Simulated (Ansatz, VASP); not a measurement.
# KI: VASP beside Ansatz

Aim: how closely do two programs agree when they are given the same cell, functional and k mesh? The cell is taken from a series of VASP runs on this material, whose earlier steps may have relaxed, scaled or displaced it; both programs get it as it stands. Valence electrons are named where the data sets of a main pair hold unlike numbers.

Program: Ansatz 0.2.0. Level of theory: plane waves, with VASP 6.6.1 beside it; band structure at HSE06 and band structure at r2SCAN-EpsX with an exact-exchange share of 0.338. Results are calculated unless marked as measured.

**1. Starting point**

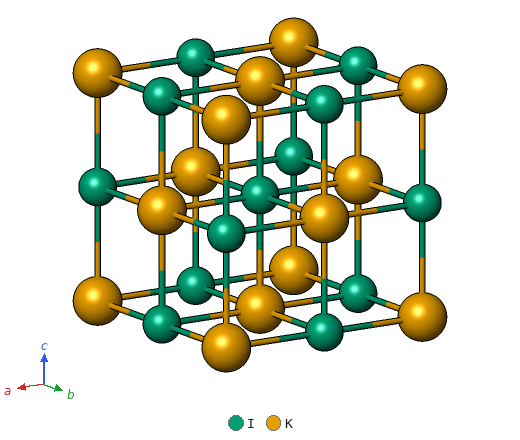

The starting structure, seen from a free direction (iodine teal, potassium orange). This picture shows the conventional cell, with its axes. Some periodic images of atoms are drawn too.

**2. VASP: band structure, HSE06**

Levels along a path test the potential and the projectors away from the mesh points.

Lines of VASP's logs that name or quote its potential files are left out, and so is its time.

The run reads the wave functions of an earlier VASP run, which isn't shown here.

Input file INCAR:

```
SYSTEM = KI
PREC = Accurate
ENCUT = 350
EDIFF = 1E-06
NELM = 100
ISMEAR = 0
SIGMA = 0.03
LREAL = .FALSE.
ALGO = Normal
LHFCALC = .TRUE.
AEXX = 0.25
GGA = PE
HFSCREEN = 0.2
LASPH = .TRUE.
NBANDS = 14
PRECFOCK = Fast
LORBIT = 11
LWAVE = .FALSE.
LCHARG = .FALSE.
KPAR = 4
```

Input file POSCAR:

```
KI
1.0
    0.0000000000      3.5245500000      3.5245500000
    3.5245500000      0.0000000000      3.5245500000
    3.5245500000      3.5245500000      0.0000000000
I K
1 1
Direct
    0.5000000000      0.5000000000      0.5000000000
    0.0000000000      0.0000000000      0.0000000000
```

Input file KPOINTS:

```
Automatic mesh
0
Gamma
4 4 4
0 0 0
```

Input file KPOINTS_OPT:

```
Line mode
10
Line-mode
Reciprocal
  0.00000000   0.00000000   0.00000000 GAMMA
  0.50000000   0.00000000   0.50000000 X

  0.50000000   0.00000000   0.50000000 X
  0.50000000   0.25000000   0.75000000 W

  0.50000000   0.25000000   0.75000000 W
  0.37500000   0.37500000   0.75000000 K

  0.37500000   0.37500000   0.75000000 K
  0.00000000   0.00000000   0.00000000 GAMMA

  0.00000000   0.00000000   0.00000000 GAMMA
  0.50000000   0.50000000   0.50000000 L

  0.50000000   0.50000000   0.50000000 L
  0.62500000   0.25000000   0.62500000 U

  0.62500000   0.25000000   0.62500000 U
  0.50000000   0.25000000   0.75000000 W

  0.50000000   0.25000000   0.75000000 W
  0.50000000   0.50000000   0.50000000 L

  0.50000000   0.50000000   0.50000000 L
  0.37500000   0.37500000   0.75000000 K

  0.62500000   0.25000000   0.62500000 U
  0.50000000   0.00000000   0.50000000 X
```

PAW data sets: I and K_sv (PBE family, release 64).

Run with:

```
mpirun -np 4 vasp_std
```

Numbers of over 12 decimals in the logs are rounded to 6 here.

The log of the run:

```text
[banner, memory and clock lines left out]
running    4 mpi-ranks, on    1 nodes
 distrk:  each k-point on    1 cores,    4 groups
 distr:  one band on    1 cores,    1 groups

 POSCAR found type information on POSCAR I K
 POSCAR found :  2 types and       2 ions
 LDA part: xc-table for (Slater+PW92), standard interpolation
 found WAVECAR, reading the header
 POSCAR, INCAR and KPOINTS ok, starting setup
 FFT: planning ... GRIDC
 FFT: planning ... GRID_SOFT
 FFT: planning ... GRID
 reading WAVECAR
 the WAVECAR file was read successfully
 initial charge from wavefunction
 entering main loop
       N       E                     dE             d eps       ncg     rms          rms(c)
DAV:   1    -0.640678699910E+01   -0.64068E+01   -0.83199E-01   236   0.778E+00    0.454E+00
DAV:   2    -0.641516056668E+01   -0.83736E-02   -0.23776E-02   274   0.105E+00    0.311E+00
DAV:   3    -0.641363654086E+01    0.15240E-02   -0.19419E-03   324   0.255E-01    0.186E+00
DAV:   4    -0.641313032232E+01    0.50622E-03   -0.42777E-04   280   0.136E-01    0.112E+00
DAV:   5    -0.641300751000E+01    0.12281E-03   -0.14594E-04   276   0.745E-02    0.667E-01
DAV:   6    -0.641298260865E+01    0.24901E-04   -0.41644E-05   294   0.396E-02    0.393E-01
DAV:   7    -0.641298193704E+01    0.67161E-06   -0.12484E-05   270   0.230E-02    0.230E-01
DAV:   8    -0.641298522054E+01   -0.32835E-05   -0.52179E-06   254   0.150E-02    0.134E-01
DAV:   9    -0.641298810980E+01   -0.28893E-05   -0.23539E-06   248   0.996E-03    0.768E-02
DAV:  10    -0.641298996952E+01   -0.18597E-05   -0.10114E-06   184   0.682E-03    0.445E-02
DAV:  11    -0.641299110307E+01   -0.11335E-05   -0.65929E-07   178   0.569E-03    0.253E-02
DAV:  12    -0.641299172918E+01   -0.62611E-06   -0.26698E-07   166   0.377E-03
   1 F= -.64129917E+01 E0= -.64129917E+01  d E =-.165639E-12
 Start KPOINTS_OPT (optional k-point list driver)
k-point batch [1-8\100]
       N       E                     dE             ncg
DAV:   1    -0.734333359749E+03   -0.22398E+04      224
DAV:   2    -0.140215470749E+04   -0.66782E+03      274
DAV:   3    -0.145206603590E+04   -0.49911E+02      296
DAV:   4    -0.145418500282E+04   -0.21190E+01      340
DAV:   5    -0.145422676992E+04   -0.41767E-01      300
DAV:   6    -0.145422774712E+04   -0.97720E-03      342
DAV:   7    -0.145422777033E+04   -0.23213E-04      264
DAV:   8    -0.145422777063E+04   -0.29984E-06      216
[...]
k-point batch [97-100\100]
       N       E                     dE             ncg
DAV:   1     0.119765500198E+04   -0.18163E+04      112
DAV:   2     0.878969499123E+03   -0.31869E+03      142
DAV:   3     0.854708577063E+03   -0.24261E+02      154
DAV:   4     0.853586017908E+03   -0.11226E+01      186
DAV:   5     0.853564804124E+03   -0.21214E-01      160
DAV:   6     0.853564352461E+03   -0.45166E-03      180
DAV:   7     0.853564343911E+03   -0.85501E-05      136
DAV:   8     0.853564343851E+03   -0.60098E-07      104
```

From OUTCAR (step 2):

```text
ion  position               nearest neighbor table
   1  0.500  0.500  0.500-   2 3.52   2 3.52   2 3.52   2 3.52   2 3.52   2 3.52
   2  0.000  0.000  0.000-   1 3.52   1 3.52   1 3.52   1 3.52   1 3.52   1 3.52

  LATTYP: Found a face centered cubic cell.
 ALAT       =     7.0491000000

 Subroutine GETGRP returns: Found 48 space group operations
 (whereof 48 operations were pure point group operations)

The static configuration has the point symmetry O_h .

 Found      8 irreducible k-points:

   k-points           NKPTS =      8   k-points in BZ     NKDIM =     64   number of bands    NBANDS=     14

   dimension x,y,z NGX =    30 NGY =   30 NGZ =   30
   dimension x,y,z NGXF=    60 NGYF=   60 NGZF=   60

   ENCUT  =  350.0 eV  25.72 Ry    5.07 a.u.   7.60  7.60  7.60*2*pi/ulx,y,z

   NELECT =      16.0000    total number of electrons

 k-points in reciprocal lattice and weights: Automatic mesh
   0.00000000  0.00000000  0.00000000       0.016
   0.25000000  0.00000000  0.00000000       0.125
   0.50000000  0.00000000  0.00000000       0.062
   0.25000000  0.25000000  0.00000000       0.094
   0.50000000  0.25000000  0.00000000       0.375
  -0.25000000  0.25000000  0.00000000       0.188
   0.50000000  0.50000000  0.00000000       0.047
  -0.25000000  0.50000000  0.25000000       0.094

  exchange ACFDT corr.  =         0.00000000  see jH, gK, PRB 81, 115126

 average (electrostatic) potential at core
       1 -90.4904       2 -31.3859

 E-fermi :  -0.9784

 k-point     1 :       0.0000    0.0000    0.0000
  band No.  band energies     occupation
    ...
      4     -14.0718      2.00000
      5     -12.5271      2.00000
      6      -1.1201      2.00000
      7      -1.1201      2.00000
      8      -1.1201      2.00000
      9       3.8729      0.00000
     10       6.5449      0.00000
     11       6.5449      0.00000
     12       6.5449      0.00000
     13       7.3862      0.00000
    ...

 k-point     2 :       0.2500    0.0000    0.0000
  band No.  band energies     occupation
    ...
      4     -14.0724      2.00000
      5     -12.3591      2.00000
      6      -1.9173      2.00000
      7      -1.3050      2.00000
      8      -1.3050      2.00000
      9       4.9829      0.00000
     10       6.5825      0.00000
     11       7.1897      0.00000
     12       7.1897      0.00000
     13       8.1082      0.00000
    ...

 k-point     3 :       0.5000    0.0000    0.0000
  band No.  band energies     occupation
    ...
      4     -14.0730      2.00000
      5     -12.2007      2.00000
      6      -2.5307      2.00000
      7      -1.4747      2.00000
      8      -1.4747      2.00000
      9       5.4016      0.00000
     10       7.8425      0.00000
     11       8.1607      0.00000
     12       8.1607      0.00000
     13       9.0489      0.00000
    ...

  energy-cutoff  :      350.00
  volume of cell :       87.57
      direct lattice vectors                 reciprocal lattice vectors
     0.000000000  3.524550000  3.524550000    -0.141862082  0.141862082  0.141862082
     3.524550000  0.000000000  3.524550000     0.141862082 -0.141862082  0.141862082
     3.524550000  3.524550000  0.000000000     0.141862082  0.141862082 -0.141862082

 POSITION                                       TOTAL-FORCE (eV/Angst)
 -----------------------------------------------------------------------------------
      3.52455      3.52455      3.52455         0.000000     -0.000000      0.000000
      0.00000      0.00000      0.00000        -0.000000      0.000000     -0.000000
 -----------------------------------------------------------------------------------
    total drift:                               -0.000000     -0.000000     -0.000000

  FREE ENERGIE OF THE ION-ELECTRON SYSTEM (eV)
  ---------------------------------------------------
  free  energy   TOTEN  =        -6.4129917292 eV

  energy  without entropy=       -6.4129917292  energy(sigma->0) =       -6.41299173

 total charge
# of ion       s       p       d       tot
------------------------------------------
    1        1.491   2.942   0.001   4.434
    2        1.958   5.619   0.019   7.596
--------------------------------------------------
tot          3.449   8.561   0.019  12.029

[... 3 further parts left out ...]
```

The k-mesh is coarse for exact exchange; levels may shift by about 0.1 eV on a finer one.

**3. Ansatz: band structure, HSE06**

Ansatz runs on its default PAW (the set named soft_2) files.

The same cell, functional, mesh and smearing now go to Ansatz, which takes its cutoff from its data sets.

Input file input.yaml:

```yaml
crystal:
  lattice:
    - [0.0, 3.52455, 3.52455]
    - [3.52455, 0.0, 3.52455]
    - [3.52455, 3.52455, 0.0]
  atoms:
    - { symbol: I, position: [0.5, 0.5, 0.5] }
    - { symbol: K, position: [0.0, 0.0, 0.0] }
hamiltonian:
  xc: { exchange: pbe, correlation: pbe, exx: { coeff: 0.25, omega: 0.2 } }
  pseudopotentials: { kind: paw }
kpoints:
  mp_grid: { grid: [4, 4, 4] }
  band_path:
    path:
      - [0.0, 0.0, 0.0]
      - [0.5, 0.0, 0.5]
      - [0.5, 0.22222, 0.72222]
      - [0.40278, 0.34722, 0.75]
      - [0.125, 0.125, 0.25]
      - [0.27778, 0.27778, 0.27778]
      - [0.55556, 0.38889, 0.55556]
      - [0.58333, 0.25, 0.66667]
      - [0.5, 0.30556, 0.69444]
      - [0.48611, 0.48611, 0.52778]
      - [0.625, 0.25, 0.625]
      - [0.5, 0.0, 0.5]
    npoints: 1
scf:
  occupations: { method: gaussian, width: 0.03 }
  n_extra_bands: 7
output:
  forces: true
  stress: true
  eigenvalues: true
```

Run with:

```
ansatz run input.yaml --threads 4 --pin off --max-ram 9216MiB --backend cpu --events-out ev --progress --plain --runs-dir out
```

The log of the run:

```text
Warning: output.stress: scf.convergence.dr2_threshold = 1e-7 eV (the SCF's general default) is looser than the 2e-10 eV advised for a printed stress (1e-10 eV for each atom of the cell: 2). What an SCF threshold leaves in a stress goes as its square root, and in the free energy as the threshold itself, and one threshold admits the most on a small cell: [figures from the program's tests cut] Set scf.convergence.dr2_threshold to 2e-10 eV or tighter. The threshold is an SCF's pass mark: one that does not reach it within its budget of iterations ends unconverged, or closes short of it on a stop that the run arms, and scf.convergence.dr2_threshold's page says what that costs each kind of run
Warning: output.stress: scf.exx.energy_threshold = 1e-6 eV is looser than the 2e-8 eV advised for a stress under a hybrid functional (1e-8 eV for each atom of the cell: 2). Every SCF of the exchange loop can meet its threshold on dr2 while the loop round them stops early: no threshold on dr2 bounds what that leaves in the stress. Set scf.exx.energy_threshold to 2e-8 eV or tighter. The threshold is the loop's pass mark: a loop that does not reach it within its budget of cycles ends unconverged, and scf.exx.energy_threshold's page has the law
scf.n_extra_bands = 7 over 13 filled bands (N_el = 26.0): the run solves 20 bands
Engine: ansatz 0.2.0, aarch64-unknown-linux-gnu
Pseudopotentials: kind: paw
Pseudopotential: I, paw, valence charge 17, recommended cutoff 420 eV (normal), I.paw.azcp
Pseudopotential: K, paw, valence charge 9, recommended cutoff 420 eV (normal), K.paw.azcp
Functional definition: unnamed
  parameter a_1 = 0.25
  parameter omega_1 = 0.2/angstrom
  exchange = pbe_x + (-a_1)*pbe_x_sr(omega_1) + a_1*exact_x_sr(omega_1)
  correlation = pbe_c
Crystal: 2 atoms, lattice volume = 87.567 Å³
Basis set: ecut = 420 eV, 1687 PW (Γ), exchange–correlation on 72×72×72 points (8 copies of the dense FFT grid, shifted against one another)
Bands: 20, of which v1, the nominal top of the filled ones, is band 13 counted from 1 (12 counted from 0)
Symmetry: 48 space group operations
Space group: Fm-3m (ITA 225), of the structure as read, at distance tolerance 4.4e-5 Å
k-points: 8 of 64
Non-local potential: I, projectors of the file, l = 0: 2, l = 1: 2, l = 2: 2, l = 3: 2
Non-local potential: K, projectors of the file, l = 0: 3, l = 1: 2, l = 2: 2
PAW form: soft (Blöchl's): semilocal exchange-correlation on the pseudo side does not see the compensation charge
PAW frozen core: I, regenerated for the run's functional, and the local potential with it (the file was generated under x = pbe(κ = 0.804, μ = 0.219515), c = pbe(β = 0.066725))
PAW frozen core: K, regenerated for the run's functional, and the local potential with it (the file was generated under x = pbe(κ = 0.804, μ = 0.219515), c = pbe(β = 0.066725))
PAW one-centre angular grid: I, 590 points (default); XC on 96 Gauss nodes
PAW one-centre angular grid: K, 110 points (default); XC on 64 Gauss nodes
Initial density: superposition of atomic densities (neutral atoms: chi_scale 0, normalization atom), corrected by the library's trained network
Initial wavefunctions: pseudopotential atomic-orbital guess
Functional: x = pbe(κ = 0.804, μ = 0.219515), c = pbe(β = 0.066725), warm-up for x = pbe(κ = 0.804, μ = 0.219515) + 0.25 (exact − pbe) at short range (hse, ω = 0.2 Å⁻¹), c = pbe(β = 0.066725)
SCF iter   1: F=—  HF=-9053.686395 eV  |F-HF|=—  |Δ(HF+E_count)|=         —  Δρ=3.99e-4  dr2=1.54e-4  ethr=1.77e-3  ⟨swp⟩=2.5  Hψ=1206  notcnv=0
preconditioner: auto → none  [insulator: Δε(μ)=3.976 eV  Ē_g=14.683 eV  σ=0.030 eV  W_gap=1.00  n_scr=14 (ndim 8)  ℏωp=14.8 eV  f_vac=0.135  D(μ)=0.00/eV (n_scr^D=0)]
iter 2 solved again at ethr=1.72e-8 eV; its pass at ethr=5.92e-7 eV (dr2=4.48e-6 eV) is discarded
SCF iter   2: F=-9053.686448 eV  HF=-9053.686422 eV  |F-HF|=2.65e-5  |Δ(HF+E_count)|=   2.66e-5  Δρ=9.09e-5  dr2=4.51e-6  ethr=1.72e-8  ⟨swp⟩=2.9  Hψ=732  notcnv=0  defer=1
SCF 1 stopped early in 2 iterations: F = -9053.686448 eV  dr2 = 4.51e-6
  greatest PAW one-centre occupation: 0.999 electrons in one spin orbital (limit 2), on the I atom at site 0 (counted from 0), in its partial waves of l = 2
Initial density: handed on by an earlier stage of this run
Initial wavefunctions: those handed on with the density
Functional: x = pbe(κ = 0.804, μ = 0.219515) + 0.25 (exact − pbe) at short range (hse, ω = 0.2 Å⁻¹), c = pbe(β = 0.066725)
Exchange kernel: α = 0.2500, screened, ω = 0.2000 Å⁻¹, Wigner–Seitz truncation, v(0) = 1126.1750 eV·Å³, q-mesh 4×4×4, nearest image of the exchange supercell L = 19.94 Å, pair-density grid 18×18×18, without the augmentation charges, whose exchange is taken in its separable form by FFT convolution over the k-point mesh (sized by the pseudopotential files, 30×30×30 at the most), smooth part of the exact exchange by density-matrix convolution
Frozen-core exchange: fock
SCF iter   1: F=—  HF=-9059.428147 eV  |F-HF|=—  |Δ(HF+E_count)|=         —  Δρ=1.59e-3  dr2=2.36e-3  ethr=1.73e-7  ⟨swp⟩=10.6  Hψ=915  notcnv=0
preconditioner: auto → none  [insulator: Δε(μ)=4.992 eV  Ē_g=16.505 eV  σ=0.030 eV  W_gap=1.00  n_scr=14 (ndim 8)  ℏωp=14.8 eV  f_vac=0.135  D(μ)=0.00/eV (n_scr^D=0)]
SCF iter   2: F=—  HF=-9059.427706 eV  |F-HF|=—  |Δ(HF+E_count)|=   4.42e-4  Δρ=7.23e-4  dr2=4.64e-4  ethr=1.73e-7  ⟨swp⟩=4.2  Hψ=438  notcnv=0
SCF iter   3: F=—  HF=-9059.429762 eV  |F-HF|=—  |Δ(HF+E_count)|=   2.06e-3  Δρ=2.78e-4  dr2=6.64e-5  ethr=1.73e-7  ⟨swp⟩=4.4  Hψ=492  notcnv=0
SCF iter   4: F=—  HF=-9059.429766 eV  |F-HF|=—  |Δ(HF+E_count)|=   4.29e-6  Δρ=7.44e-5  dr2=4.17e-6  ethr=1.73e-7  ⟨swp⟩=3.0  Hψ=298  notcnv=0
SCF iter   5: F=-9059.429787 eV  HF=-9059.429787 eV  |F-HF|=1.94e-7  |Δ(HF+E_count)|=   2.10e-5  Δρ=2.44e-5  dr2=2.93e-7  ethr=9.60e-9  ⟨swp⟩=4.4  Hψ=447  notcnv=0
SCF 2 stopped early in 5 iterations: F = -9059.429787 eV  dr2 = 2.93e-7
hybrid outer 1: dexx = +2.210e-3 eV, tail = 6.32e-6 eV
Exchange kernel: α = 0.2500, screened, ω = 0.2000 Å⁻¹, Wigner–Seitz truncation, v(0) = 1126.1750 eV·Å³, q-mesh 4×4×4, nearest image of the exchange supercell L = 19.94 Å, pair-density grid 18×18×18, without the augmentation charges, whose exchange is taken in its separable form by FFT convolution over the k-point mesh (sized by the pseudopotential files, 30×30×30 at the most), smooth part of the exact exchange by density-matrix convolution
Frozen-core exchange: fock
SCF iter   1: F=—  HF=-9059.429788 eV  |F-HF|=—  |Δ(HF+E_count)|=         —  Δρ=2.76e-5  dr2=4.21e-7  ethr=1.22e-7  ⟨swp⟩=6.1  Hψ=470  notcnv=0
preconditioner: auto → none  [insulator: Δε(μ)=5.005 eV  Ē_g=16.510 eV  σ=0.030 eV  W_gap=1.00  n_scr=14 (ndim 8)  ℏωp=14.8 eV  f_vac=0.146  D(μ)=0.00/eV (n_scr^D=0)]
SCF iter   2: F=—  HF=-9059.429788 eV  |F-HF|=—  |Δ(HF+E_count)|=   1.44e-7  Δρ=1.05e-5  dr2=3.10e-8  ethr=1.50e-9  ⟨swp⟩=3.1  Hψ=311  notcnv=0
SCF iter   3: F=-9059.429788 eV  HF=-9059.429788 eV  |F-HF|=6.22e-10  |Δ(HF+E_count)|=   9.76e-9  Δρ=1.25e-6  dr2=4.10e-9  ethr=1.05e-10  ⟨swp⟩=3.1  Hψ=328  notcnv=0
SCF 3 converged in 3 iterations: F = -9059.429788 eV  dr2 = 4.10e-9
  Residual-converged pass: ⟨swp⟩=2.9  Hψ=324  notcnv=0  max |occ|·‖R‖ = 2.4e-6 eV (tolerance 2.4e-6 eV)  dr2=4.14e-9  dr2_onsite=1.88e-10  max |Δocc| = 0.0e0
hybrid outer 2: dexx = +7.357e-8 eV, tail = 1.20e-8 eV, Δε = 2.50e-3 eV (about 1.29e-4 eV left of the loop's levels)
NSCF: frozen V_eff on 12 k-points
hybrid SCF converged: 2 outer / 8 inner (+2 warm-up), last move |dexx| = 7.36e-8 eV, tail = 1.20e-8 eV
Stability not checked: this state was not tested for a lower state beside it, because the functional holds exact exchange (a hybrid, or Hartree-Fock), whose exchange loop this test does not read (fock_operator; see scf.lower_state_search)
Free energy (F): -9059.429788 eV
Frozen-core exchange: fock
Harris-Foulkes:  -9059.429788 eV  (|F-HF|=6.22e-10)
Internal energy: -9059.429788 eV  (E = F + TS)
E sigma→0 (E₀):  -9059.429788 eV
Fermi energy:    4.095555 eV
--- Per-component energies (eV) ---
  E_band       = -574.251295
  E_kinetic    = 443.115739
  E_local      = -2821.530683  (includes V_loc(G=0)·N_el)
  E_nonlocal   = -77.756856
  E_hartree    = 1338.646358
  E_xc         = -211.209534
  E_vxc        = -233.850236  (∫ρ·V_xc dr)
  E_exx        = -74.736413  (= α·E_x^exact, valence–valence)
  E_paw        = -5582.200477  (= ΣΔE_a)
  E_vpaw       = -412.050146  (= ΣTr[D̂ρ^β])
  E_aug_tail   = -0.000014  (compensation charges beyond the density's cutoff)
  E_ewald      = -2073.259316
  E_core_change = -0.498591  (= ΣΔE_core)
  E_smearing   = -0.000000  (= −TS)
  E_closure    = -0.000000  (closes the sum)
  Σ components = -9059.429788   (vs F -9059.429788, Δ=0.00e0)
--- Forces (eV/Å), atoms counted from 1 ---
  atom   1  I      0.00000000    -0.00000000    -0.00000000
  atom   2  K     -0.00000000     0.00000000     0.00000000
  max |Σ_I F_I| component: 1.61e-29 eV/Å
--- Stress (GPa, compression-positive) ---
        0.494779       0.000000       0.000000
       -0.000000       0.494779      -0.000000
        0.000000       0.000000       0.494779
  P = ⅓ Tr σ = 0.4948 GPa (4.948 kbar)
--- Band table (eV; the first three rows and the last of 8) ---
  k-point 0: bands = [... 9 lower, -9.7988, 1.5934, 1.5934, 1.5934, 6.5975, 9.2559, 9.2559, 9.2559, ... 3 higher]
  k-point 1: bands = [... 9 lower, -9.6287, 0.7950, 1.4073, 1.4073, 7.7035, 9.2917, 9.9027, 9.9027, ... 3 higher]
  k-point 2: bands = [... 9 lower, -9.4686, 0.1802, 1.2365, 1.2365, 8.1168, 10.5464, 10.8839, 10.8839, ... 3 higher]
  k-point 7: bands = [... 9 lower, -9.5574, 0.8067, 0.8067, 0.9549, 9.1557, 9.1557, 9.3952, 11.1019, ... 3 higher]
```

Run time: 24 s. Hardware: 4 threads of Arm Neoverse V2, shared host; peak memory 0.96 GiB.

(Part 1 of 2 ends here.)

[Lines on the potential files, build, host, timing and source positions are cut from VASP's logs without a mark.]

[Logs are printed without paths, hosts, clocks, repeated set-up lines and the standing remarks that a program may print on its own settings, such as how far it seeks lower states.]

[Hosts, paths, dates, database ids (printed as entryN), source tags and the programs' standing remarks are cut or masked in the printed files.]
